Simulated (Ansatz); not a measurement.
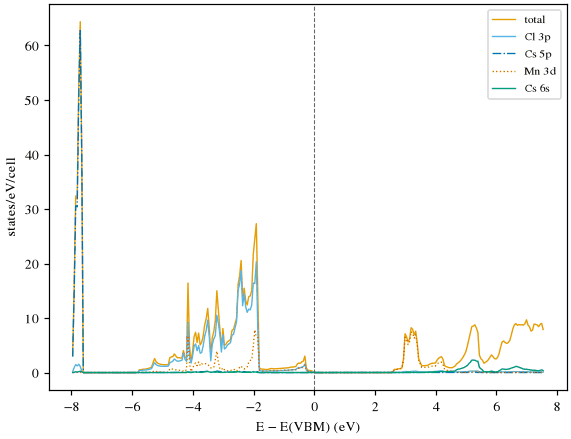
Figure. Total and projected density of states of Cs2MnCl4 in space group I4/mmm (No. 139; Cs on 4e, Mn on 2a, Cl on 4e, Cl on 4c), the program Ansatz at the r²SCAN level (PAW)

Question: Which orbitals carry the states next to the gap?

Answer: Top 1 eV of the valence band: Cl 3p 51 %, Mn 3d 47 %. Bottom 1 eV of the conduction band: Mn 3d 91 %. Projections are on Löwdin-orthogonalised atomic valence shells; empty p or d shells of many metals are not among them.

The workflow started from a Materials Project entry (that database holds measured and hypothetical structures alike); the Crystallography Open Database copy checked does not list it. Its standing as an ambient phase is unchecked. The cell was relaxed with r²SCAN under the symmetry of its start; its stability against distortions is not shown here. Spin order of the final state: ferromagnetic, the only order run, not a proven ground state. The cell computed holds one magnetic atom, so no antiferromagnetic order was within reach. Other orbital occupations within this spin state were not tried. No Hubbard U is applied. Spin–orbit coupling is left out wherever it is not named.

Potentials: the later of the program's two PAW sets.
